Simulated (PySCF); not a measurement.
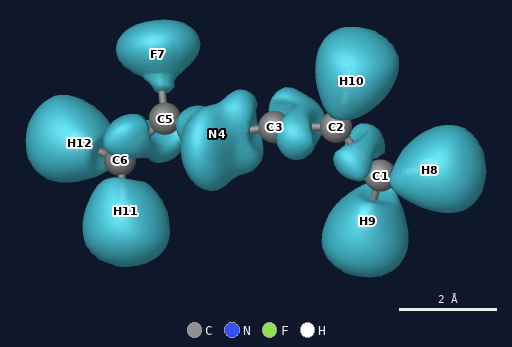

The picture shows: C5H5FN (SMILES C=C/[C]=N/C(=C)F) (doublet). Isosurface of the electron localisation function at 0.75 (cyan), seen at a tilt. Only the valence region is drawn (cores and ρ < 0.01 e/Å³ removed).

Geometry: GFN2-xTB.

All numbers below come from UKS B3LYP, pcH-1 on C F H N, non-relativistic, mean-field spin-orbit, GIAO in PySCF.

```csv
atom,x (Å),y (Å),z (Å)
C,-2.7863,0.5291,-0.0823
C,-1.9001,-0.3691,0.4512
C,-0.5608,-0.3220,0.3521
N,0.6138,-0.0983,0.5379
C,1.8500,-0.4387,0.1140
C,2.8221,0.4151,-0.2023
F,2.0981,-1.7736,0.1761
H,-3.8429,0.3743,0.0142
H,-2.4469,1.4171,-0.5817
H,-2.2740,-1.2580,0.9469
H,2.6318,1.4694,-0.2268
H,3.7964,0.0540,-0.4664
```

**What do the ELF domains correspond to?**

The surface consists of three regions between bonded C–C atoms (shared pairs), five regions around hydrogen nuclei, one region on F in which the atom's valence shell and bonds are merged and one region on N in which the atom's valence shell and bonds are merged. Along the contacts the grid gives the following. C–N (1.21 Å): the ELF peaks at about 0.85 between the atoms (a multiple bond). C–C (1.33 Å): the ELF peaks at about 0.95 between the atoms; a multiple bond.
